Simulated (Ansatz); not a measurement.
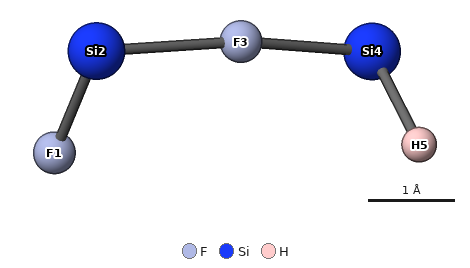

**Figure 1.** The structure as given in the input (ball-and-stick view, seen at a tilt; atoms are numbered from 1 in the order of the input). Bond lengths as drawn: F–Si 1.61 to 1.88 Å and H–Si 1.54 Å.

Geometry relaxation of Si$_{2}$HF$_{2}$ (charge +1)

- system: Si$_{2}$HF$_{2}$, charge +1
- method: RKS PBE0-D4/def2-TZVP (Ansatz 0.2.0)

Figures and captions count atoms from 1; the log counts them from 0 in places.

### What the program printed
```
Functional definition: PBE0
  name "PBE0"
  cite "Adamo & Barone, J. Chem. Phys. 110, 6158 (1999) doi:10.1063/1.478522"
  cite "Perdew, Burke & Ernzerhof, Phys. Rev. Lett. 77, 3865 (1996) doi:10.1103/PhysRevLett.77.3865"
  parent pbe
  parameter a = 0.25
  parameter kappa = 0.804
  parameter beta = 0.06672455060314922
  exchange = (1 - a)*pbe_x(kappa = kappa, mu = beta*pi^2/3) + a*exact_x
  correlation = pbe_c(beta = beta)
892 factors; their error is unknown
mean field evaluation 1: about -21176.0263 eV, gradient 9.4e1 eV
mean field evaluation 2: about -21104.5511 eV, gradient 2.2e2 eV
mean field evaluation 4: about -21188.6588 eV, gradient 1.3e1 eV
mean field evaluation 8: about -21188.9902 eV, gradient 1.5e-1 eV
mean field -21188.99024079 eV, -778.6810289355 hartree, gradient 5.6e-5 eV, S^2 0.000000; 0 other end points of the search recorded, 0 dependent functions left out
the calculation of the forces begins
reference -21188.99026820 eV, -778.6810299429 hartree; 23, 23 occupied and 119, 119 virtual orbitals, 892 factors
relax step   1: F+E_penalty+E_count = -21189.07192914 eV  Δ(F+E_penalty+E_count) = +0.000e0 eV  max|allowed force component| = 1.401e0 eV/Å  Δτ_max = 0.0000 Å  (25 SCF iters, accepted)
these checks for a lower state are left out or cut short: starts, cluster_reference, orbital_swaps, neighbouring_geometries, increment
892 factors; their error is unknown
mean field evaluation 16: about -21188.9321 eV, gradient 1.5e0 eV
mean field -21189.02707738 eV, -778.6823826554 hartree, gradient 2.4e-5 eV, S^2 0.000000; 0 other end points of the search recorded, 0 dependent functions left out
the calculation of the forces begins
reference -21189.02710463 eV, -778.6823836567 hartree; 23, 23 occupied and 119, 119 virtual orbitals, 892 factors
relax step   2: F+E_penalty+E_count = -21189.10933286 eV  Δ(F+E_penalty+E_count) = -3.740e-2 eV  max|allowed force component| = 8.894e-1 eV/Å  Δτ_max = 0.0308 Å  (29 SCF iters, accepted)
these checks for a lower state are left out or cut short: starts, cluster_reference, orbital_swaps, neighbouring_geometries, increment
892 factors; their error is unknown
mean field -21189.04579397 eV, -778.6830704773 hartree, gradient 2.5e-5 eV, S^2 0.000000; 0 other end points of the search recorded, 0 dependent functions left out
the calculation of the forces begins
reference -21189.04582102 eV, -778.6830714713 hartree; 23, 23 occupied and 119, 119 virtual orbitals, 892 factors
relax step   3: F+E_penalty+E_count = -21189.12889666 eV  Δ(F+E_penalty+E_count) = -1.956e-2 eV  max|allowed force component| = 1.068e-1 eV/Å  Δτ_max = 0.0310 Å  (27 SCF iters, accepted)
these checks for a lower state are left out or cut short: starts, cluster_reference, orbital_swaps, neighbouring_geometries, increment
892 factors; their error is unknown
mean field evaluation 32: about -21189.0461 eV, gradient 1.4e-1 eV
mean field -21189.04615103 eV, -778.6830835989 hartree, gradient 2.2e-5 eV, S^2 0.000000; 0 other end points of the search recorded, 0 dependent functions left out
the calculation of the forces begins
reference -21189.04617807 eV, -778.6830845927 hartree; 23, 23 occupied and 119, 119 virtual orbitals, 892 factors
relax step   4: F+E_penalty+E_count = -21189.12927874 eV  Δ(F+E_penalty+E_count) = -3.821e-4 eV  max|allowed force component| = 1.505e-2 eV/Å  Δτ_max = 0.0099 Å  (29 SCF iters, accepted)
these checks for a lower state are left out or cut short: starts, cluster_reference, orbital_swaps, neighbouring_geometries, increment
892 factors; their error is unknown
mean field -21189.04621901 eV, -778.6830860974 hartree, gradient 2.2e-5 eV, S^2 0.000000; 0 other end points of the search recorded, 0 dependent functions left out
the calculation of the forces begins
reference -21189.04624606 eV, -778.6830870915 hartree; 23, 23 occupied and 119, 119 virtual orbitals, 892 factors
relax step   5: F+E_penalty+E_count = -21189.12933635 eV  Δ(F+E_penalty+E_count) = -5.761e-5 eV  max|allowed force component| = 6.464e-3 eV/Å  Δτ_max = 0.0033 Å  (28 SCF iters, accepted)
these checks for a lower state are left out or cut short: starts, cluster_reference, orbital_swaps, neighbouring_geometries, increment
892 factors; their error is unknown
mean field -21189.04619503 eV, -778.6830852158 hartree, gradient 2.2e-5 eV, S^2 0.000000; 0 other end points of the search recorded, 0 dependent functions left out
the calculation of the forces begins
reference -21189.04622206 eV, -778.6830862095 hartree; 23, 23 occupied and 119, 119 virtual orbitals, 892 factors
relax step   6: F+E_penalty+E_count = -21189.12935683 eV  Δ(F+E_penalty+E_count) = -2.048e-5 eV  max|allowed force component| = 6.916e-3 eV/Å  Δτ_max = 0.0064 Å  (29 SCF iters, accepted)
these checks for a lower state are left out or cut short: starts, cluster_reference, orbital_swaps, neighbouring_geometries, increment
892 factors; their error is unknown
mean field -21189.04619842 eV, -778.6830853407 hartree, gradient 2.2e-5 eV, S^2 0.000000; 0 other end points of the search recorded, 0 dependent functions left out
the calculation of the forces begins
reference -21189.04622546 eV, -778.6830863341 hartree; 23, 23 occupied and 119, 119 virtual orbitals, 892 factors
relax step   7: F+E_penalty+E_count = -21189.12940116 eV  Δ(F+E_penalty+E_count) = -4.434e-5 eV  max|allowed force component| = 6.869e-3 eV/Å  Δτ_max = 0.0075 Å  (29 SCF iters, accepted)
these checks for a lower state are left out or cut short: starts, cluster_reference, orbital_swaps, neighbouring_geometries, increment
892 factors; their error is unknown
mean field evaluation 64: about -21189.0462 eV, gradient 2.5e-5 eV
mean field -21189.04619431 eV, -778.6830851894 hartree, gradient 2.5e-5 eV, S^2 0.000000; 0 other end points of the search recorded, 0 dependent functions left out
the calculation of the forces begins
reference -21189.04622131 eV, -778.6830861817 hartree; 23, 23 occupied and 119, 119 virtual orbitals, 892 factors
relax step   8: F+E_penalty+E_count = -21189.12952585 eV  Δ(F+E_penalty+E_count) = -1.247e-4 eV  max|allowed force component| = 8.120e-3 eV/Å  Δτ_max = 0.0312 Å  (28 SCF iters, accepted)
these checks for a lower state are left out or cut short: starts, cluster_reference, orbital_swaps, neighbouring_geometries, increment
892 factors; their error is unknown
mean field -21189.04618268 eV, -778.6830847621 hartree, gradient 2.4e-5 eV, S^2 0.000000; 0 other end points of the search recorded, 0 dependent functions left out
the calculation of the forces begins
reference -21189.04620966 eV, -778.6830857536 hartree; 23, 23 occupied and 119, 119 virtual orbitals, 892 factors
relax step   9: F+E_penalty+E_count = -21189.12956165 eV  Δ(F+E_penalty+E_count) = -3.579e-5 eV  max|allowed force component| = 6.002e-3 eV/Å  Δτ_max = 0.0142 Å  (29 SCF iters, accepted)
these checks for a lower state are left out or cut short: starts, cluster_reference, orbital_swaps, neighbouring_geometries, increment
892 factors; their error is unknown
mean field -21189.04613586 eV, -778.6830830415 hartree, gradient 2.3e-5 eV, S^2 0.000000; 0 other end points of the search recorded, 0 dependent functions left out
the calculation of the forces begins
reference -21189.04616281 eV, -778.6830840318 hartree; 23, 23 occupied and 119, 119 virtual orbitals, 892 factors
relax step  10: F+E_penalty+E_count = -21189.12958444 eV  Δ(F+E_penalty+E_count) = -2.280e-5 eV  max|allowed force component| = 4.774e-3 eV/Å  Δτ_max = 0.0188 Å  (28 SCF iters, accepted)
these checks for a lower state are left out or cut short: starts, cluster_reference, orbital_swaps, neighbouring_geometries, increment
892 factors; their error is unknown
mean field -21189.04610007 eV, -778.6830817262 hartree, gradient 2.3e-5 eV, S^2 0.000000; 0 other end points of the search recorded, 0 dependent functions left out
the calculation of the forces begins
reference -21189.04612701 eV, -778.6830827162 hartree; 23, 23 occupied and 119, 119 virtual orbitals, 892 factors
relax step  11: F+E_penalty+E_count = -21189.12958826 eV  Δ(F+E_penalty+E_count) = -3.819e-6 eV  max|allowed force component| = 8.176e-3 eV/Å  Δτ_max = 0.0084 Å  (28 SCF iters, accepted)
these checks for a lower state are left out or cut short: starts, cluster_reference, orbital_swaps, neighbouring_geometries, increment
892 factors; their error is unknown
mean field -21189.04608078 eV, -778.6830810173 hartree, gradient 1.5e-5 eV, S^2 0.000000; 0 other end points of the search recorded, 0 dependent functions left out
the calculation of the forces begins
reference -21189.04610772 eV, -778.6830820072 hartree; 23, 23 occupied and 119, 119 virtual orbitals, 892 factors
relax step  12: F+E_penalty+E_count = -21189.12958895 eV  Δ(F+E_penalty+E_count) = -6.868e-7 eV  max|allowed force component| = 2.220e-3 eV/Å  Δτ_max = 0.0030 Å  (23 SCF iters, accepted)
892 factors; their error is unknown
mean field evaluation 96: about -21188.7870 eV, gradient 8.7e0 eV
```

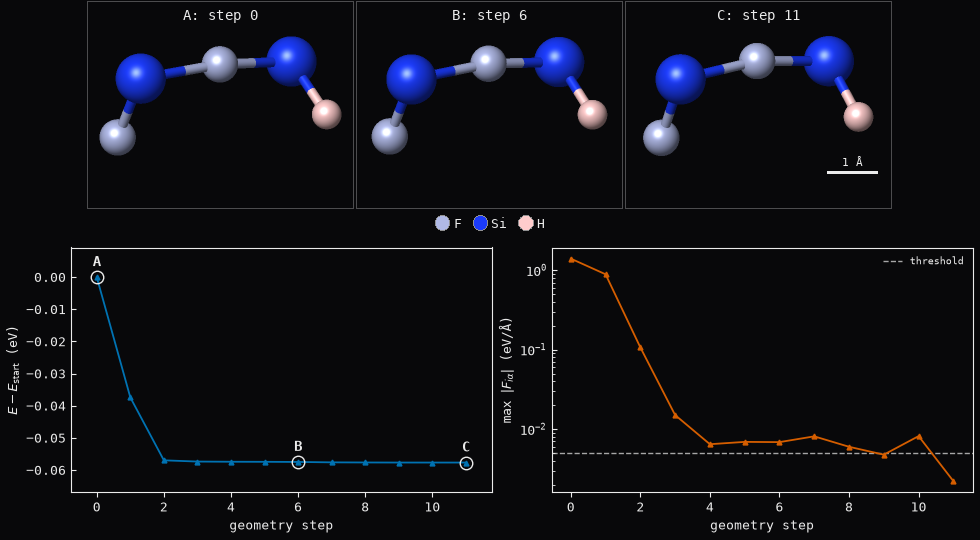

**Figure 2.** Frames of the relaxation (ball-and-stick view, seen at a tilt) above the curves, on which the letters mark them (the first geometry is step 0 here and step 1 in the log).

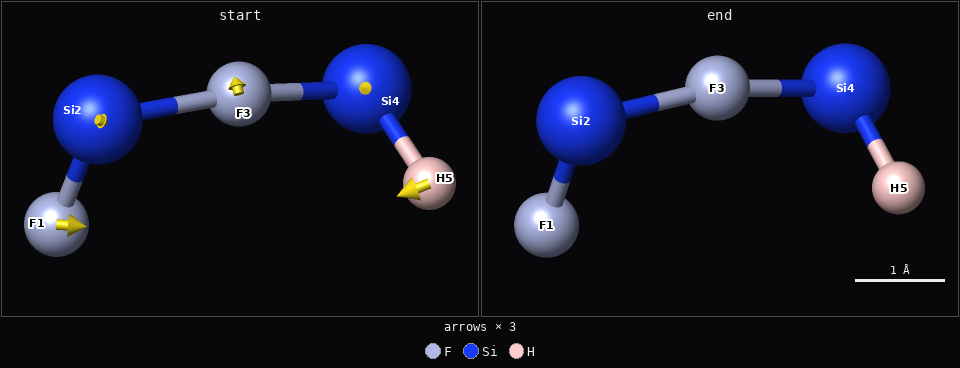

**Figure 3.** Before (left) and after (right) the relaxation, at one scale (ball-and-stick view, seen at a tilt). The yellow arrows give the displacements, magnified 3 times. The largest move after the best rigid fit is that of H5, 0.13 Å. Largest moves by element: H 0.13 Å, F 0.12 Å, Si 0.05 Å. Distances before and after: F1–Si2 1.614 → 1.568 Å, Si2–F3 1.883 → 1.846 Å, F3–Si4 1.872 → 1.842 Å, Si4–H5 1.542 → 1.517 Å. Among the angles that change: Si2–F3–Si4 168.9° → 166.5°. The energy falls by 0.058 eV in 11 geometry steps. The largest force component goes from 1.4 to 0.0022 eV/Å. (Atoms are counted from 1 in the order of the input.)

```
mean field -21189.04608078 eV, -778.6830810173 hartree, gradient 1.5e-5 eV, S^2 0.000000; 1 other end points of the search recorded, 0 dependent functions left out
the calculation of the forces begins
reference -21189.04610772 eV, -778.6830820073 hartree; 23, 23 occupied and 119, 119 virtual orbitals, 892 factors
Total energy: -21189.12961589 eV, -778.6861508760 hartree
Atom 0 at     1.028359    -2.395792    -0.400199 Å, force     0.000248    -0.000394    -0.000145 eV/Å
Atom 1 at     1.061774    -1.514532     0.895830 Å, force    -0.000872     0.000612    -0.000457 eV/Å
Atom 2 at    -0.381213    -0.498793     0.353024 Å, force     0.000197    -0.001570     0.002220 eV/Å
Atom 3 at    -1.759075     0.310798    -0.563827 Å, force     0.000868    -0.000546     0.000384 eV/Å
Atom 4 at    -0.728048     1.087881    -1.360680 Å, force    -0.000441     0.001899    -0.002001 eV/Å
Dipole moment:    -0.170822     0.400202     0.155677 e Å
```

### Trajectory as extended XYZ (Å, eV, eV/Å), 12 frames, from step=1 to step=12
```
5
Properties=species:S:1:pos:R:3:forces:R:3 step=1 energy=-21189.07193
F     1.0553   -2.5008   -0.3611    0.0105   0.9641   1.2621
Si    1.0884   -1.5357    0.9318   -0.3322  -0.7121  -1.4005
F    -0.3383   -0.4826    0.2979    0.0591  -0.0859  -0.0273
Si   -1.7868    0.3062   -0.5865    0.4851   0.0680  -0.0376
H    -0.7968    1.2025   -1.3579   -0.2225  -0.2341   0.2033
5
Properties=species:S:1:pos:R:3:forces:R:3 step=2 energy=-21189.10933
F     1.0400   -2.4791   -0.3597    0.0212   0.5901   0.7882
Si    1.0820   -1.5277    0.9194   -0.2360  -0.4282  -0.8894
F    -0.3366   -0.4814    0.2946    0.0313  -0.0667   0.0039
Si   -1.7767    0.2992   -0.5890    0.2492  -0.0428   0.0542
H    -0.7868    1.1786   -1.3412   -0.0657  -0.0523   0.0431
5
Properties=species:S:1:pos:R:3:forces:R:3 step=3 energy=-21189.12890
F     1.0251   -2.4524   -0.3545   -0.0009  -0.0818  -0.1068
Si    1.0707   -1.5191    0.8996    0.0122   0.0744   0.1063
F    -0.3399   -0.4907    0.3003   -0.0058   0.0242  -0.0141
Si   -1.7567    0.2870   -0.5840   -0.0425  -0.0170   0.0131
H    -0.7774    1.1648   -1.3371    0.0370   0.0002   0.0015
5
Properties=species:S:1:pos:R:3:forces:R:3 step=4 energy=-21189.12928
F     1.0244   -2.4529   -0.3563   -0.0005  -0.0034  -0.0053
Si    1.0703   -1.5154    0.8987    0.0002   0.0066   0.0020
F    -0.3405   -0.4869    0.2977   -0.0024  -0.0128   0.0141
Si   -1.7611    0.2858   -0.5839    0.0150   0.0085  -0.0071
H    -0.7713    1.1590   -1.3320   -0.0123   0.0011  -0.0036
5
Properties=species:S:1:pos:R:3:forces:R:3 step=5 energy=-21189.12934
F     1.0245   -2.4529   -0.3566    0.0002   0.0033   0.0033
Si    1.0712   -1.5154    0.8987   -0.0005  -0.0006  -0.0065
F    -0.3419   -0.4888    0.3000   -0.0007  -0.0021   0.0043
Si   -1.7599    0.2865   -0.5842   -0.0011   0.0010  -0.0012
H    -0.7721    1.1602   -1.3338    0.0021  -0.0016   0.0000
5
Properties=species:S:1:pos:R:3:forces:R:3 step=6 energy=-21189.12936
F     1.0232   -2.4477   -0.3600    0.0051  -0.0059  -0.0015
Si    1.0706   -1.5157    0.8992   -0.0026   0.0029  -0.0050
F    -0.3433   -0.4893    0.3037   -0.0056   0.0040   0.0069
Si   -1.7596    0.2871   -0.5832    0.0005  -0.0012   0.0010
H    -0.7691    1.1552   -1.3355    0.0027   0.0002  -0.0015
5
Properties=species:S:1:pos:R:3:forces:R:3 step=7 energy=-21189.12940
F     1.0228   -2.4431   -0.3636    0.0059  -0.0053   0.0000
Si    1.0706   -1.5145    0.8983   -0.0018   0.0001  -0.0057
F    -0.3474   -0.4909    0.3089   -0.0067   0.0069   0.0053
Si   -1.7595    0.2887   -0.5821   -0.0004  -0.0013   0.0013
H    -0.7647    1.1493   -1.3374    0.0030  -0.0004  -0.0009
5
Properties=species:S:1:pos:R:3:forces:R:3 step=8 energy=-21189.12953
F     1.0242   -2.4247   -0.3784    0.0032   0.0018   0.0051
Si    1.0686   -1.5120    0.8956    0.0006  -0.0061  -0.0067
F    -0.3633   -0.4958    0.3289   -0.0071   0.0071  -0.0007
Si   -1.7600    0.2973   -0.5755    0.0081   0.0032  -0.0022
H    -0.7478    1.1247   -1.3463   -0.0048  -0.0061   0.0045
5
Properties=species:S:1:pos:R:3:forces:R:3 step=9 energy=-21189.12956
F     1.0261   -2.4156   -0.3854    0.0013   0.0001   0.0009
Si    1.0661   -1.5131    0.8958    0.0016  -0.0026  -0.0013
F    -0.3689   -0.4967    0.3365   -0.0060   0.0045  -0.0012
Si   -1.7599    0.3021   -0.5715    0.0051   0.0003   0.0001
H    -0.7416    1.1129   -1.3513   -0.0019  -0.0023   0.0014
5
Properties=species:S:1:pos:R:3:forces:R:3 step=10 energy=-21189.12958
F     1.0285   -2.4032   -0.3949   -0.0003   0.0036   0.0048
Si    1.0627   -1.5148    0.8965    0.0015  -0.0040  -0.0045
F    -0.3762   -0.4978    0.3467   -0.0022   0.0008  -0.0003
Si   -1.7594    0.3081   -0.5660    0.0032   0.0013  -0.0016
H    -0.7337    1.0974   -1.3581   -0.0022  -0.0017   0.0017
5
Properties=species:S:1:pos:R:3:forces:R:3 step=11 energy=-21189.12959
F     1.0287   -2.3975   -0.3988   -0.0004  -0.0054  -0.0082
Si    1.0619   -1.5150    0.8960    0.0005   0.0056   0.0082
F    -0.3801   -0.4988    0.3516   -0.0004   0.0005  -0.0005
Si   -1.7590    0.3105   -0.5641   -0.0008  -0.0010   0.0008
H    -0.7298    1.0904   -1.3606    0.0012   0.0004  -0.0003
5
Properties=species:S:1:pos:R:3:forces:R:3 step=12 energy=-21189.12959
F     1.0284   -2.3958   -0.4002    0.0002  -0.0004  -0.0001
Si    1.0618   -1.5145    0.8958   -0.0009   0.0006  -0.0005
F    -0.3812   -0.4988    0.3530    0.0002  -0.0016   0.0022
Si   -1.7591    0.3108   -0.5638    0.0009  -0.0005   0.0004
H    -0.7280    1.0879   -1.3607   -0.0004   0.0019  -0.0020
```

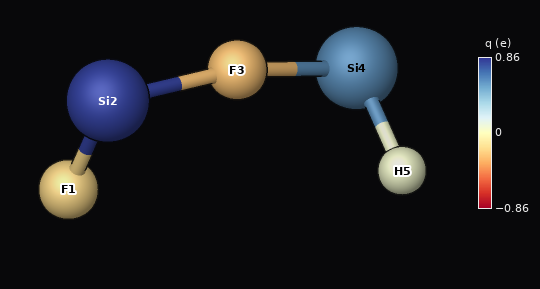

**Figure 4.** Mulliken charges, as the colour of each atom (ball-and-stick view, seen at a tilt; atoms are numbered from 1 in the order of the input). By element: F −0.26 to −0.19, Si +0.57 to +0.82 and H +0.05 e.

This output came from the following input.

### The input
```yaml
crystal:
  periodic: [false, false, false]
  atoms:
    - {symbol: F, position_ang: [1.055266, -2.500781, -0.361124]}
    - {symbol: Si, position_ang: [1.088400, -1.535661, 0.931810]}
    - {symbol: F, position_ang: [-0.338265, -0.482617, 0.297890]}
    - {symbol: Si, position_ang: [-1.786832, 0.306169, -0.586495]}
    - {symbol: H, position_ang: [-0.796772, 1.202453, -1.357933]}
basis:
  gaussian: {orbitals: def2-TZVP}
total_charge: 1
hamiltonian: {xc: pbe0, dispersion: d4}
relax: {f_tol: 0.005, max_steps: 200}
```

Run as:
```bash
ansatz run in.yaml --threads 2 --pin off --events-out ev --progress --plain --max-ram 4352MiB
```

### Results in brief

```json
{"quantity": "outcome", "value": "converged"}
{"quantity": "total energy", "value": "−21189.1296 eV"}
{"quantity": "mean-field energy", "value": "−21189.0461 eV"}
{"quantity": "dispersion energy", "value": "−0.0835 eV"}
{"quantity": "SCF solution under orbital rotations", "value": "stable"}
{"quantity": "largest force (length of the vector) at the end", "value": "0.003 eV/Å"}
{"quantity": "hardware", "value": "2 threads of Intel Xeon, 11 GiB of memory available, shared host"}
{"quantity": "wall time", "value": "24 s (CPU time 45 s)"}
{"quantity": "peak memory", "value": "0.3 GiB"}
```
